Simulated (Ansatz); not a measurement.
Fields on a plane of Nb3Ir (A15, Cr3Si type)

```
CELL_PARAMETERS angstrom
      5.08046     0.00000     0.00000
      0.00000     5.08046     0.00000
      0.00000     0.00000     5.08046
ATOMIC_POSITIONS crystal
  Nb 0.50000 0.25000 0.00000
  Nb 0.50000 0.75000 0.00000
  Nb 0.25000 0.00000 0.50000
  Nb 0.75000 0.00000 0.50000
  Nb 0.00000 0.50000 0.25000
  Nb 0.00000 0.50000 0.75000
  Ir 0.50000 0.50000 0.50000
  Ir 0.00000 0.00000 0.00000
```

The slice is a {100} plane (indices of the conventional cell) through the point (0.750, 0.000, 0.500) (fractional), spanned by u = [100] and v = [010] in vectors of this cell: u (5.08 Å) and v (5.08 Å, at 90° to u). It covers one period; positions are fractions (u, v).

Atoms on it: Nb at (0.50, 0.00); Nb at (0.00, 0.00); Ir at (0.75, 0.50).

Computed with LDA (plane waves to 420 eV, PAW, scalar-relativistic; Ansatz, a quantum-chemistry and plane-wave program). k mesh 9×9×9. These are valence fields of a PAW run, semicore shells included where kept as valence: close to a nucleus they are smooth pseudo fields. Nb3Ir is run without spin polarisation. Nb3Ir was relaxed with its symmetry unable to fall. Spin-orbit coupling is left out, though Ir is heavy.

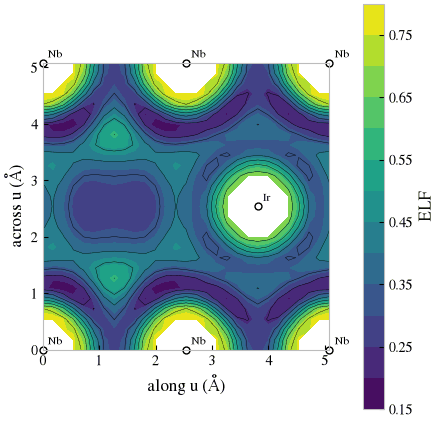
Figure: Electron localisation function (ELF), one period of the plane, atoms marked. Points within 0.5 Å of a nucleus are left white, as the pseudised field means little there.

```
|xxxxxx000xxxxxxxxxxx000xxxxx|
|xxxxxx010xxxxxxxxxxx010xxxxx|
|xxxxx02320xxxxxxxxx02320xxxx|
|xxxx0146410xxxxxxx0146410xxx|
|xxx015777510xxxxx014676410xx|
|0003578987530000035678765300|
|5566889998866555566666666655|
|8888899999888887764200024677|
|9999888788899998630xxxxx0368|
|999876666678999730xxxxxxx037|
|89986543456899850xxxxxxxxx05|
|7887532123578873xxxxxxxxxxx3|
|6876420002467861xxxxxxxxxxx1|
|6876310001367860xxxxxxxxxxx0|
|6876420002467861xxxxxxxxxxx1|
|7887532123578873xxxxxxxxxxx3|
|89986543456899850xxxxxxxxx05|
|999876666678999730xxxxxxx037|
|9999888788899998630xxxxx0368|
|8888899999888887764200024677|
|5566889998866555566666666655|
|0003578987530000035678765300|
|xxx015777510xxxxx014676410xx|
|xxxx0146410xxxxxxx0146410xxx|
|xxxxx02320xxxxxxxxx02320xxxx|
|xxxxxx010xxxxxxxxxxx010xxxxx|
|xxxxxx000xxxxxxxxxxx000xxxxx|
|xxxxxx000xxxxxxxxxxx000xxxxx|
```
Scale: ten equal steps from 5.00 (start of '0') to 13.59 (end of '9'), in the order '0123456789'. Values: electrostatic potential energy of an electron, from the cell's mean, in eV. The map has 28 points along u (one character each, u = 0 at the left) and 28 along v (v = 0 in the bottom row). Points within 1 Å of a nucleus are blanked (x), as the pseudised field means little there. Values under 5 eV are set to 5. The zero, the cell's mean, hangs on the PAW cores.

The density on the Nb–Nb line (2.54 Å) at its midpoint is 0.51 e/Å³ and the ELF at that point comes out as 0.28.
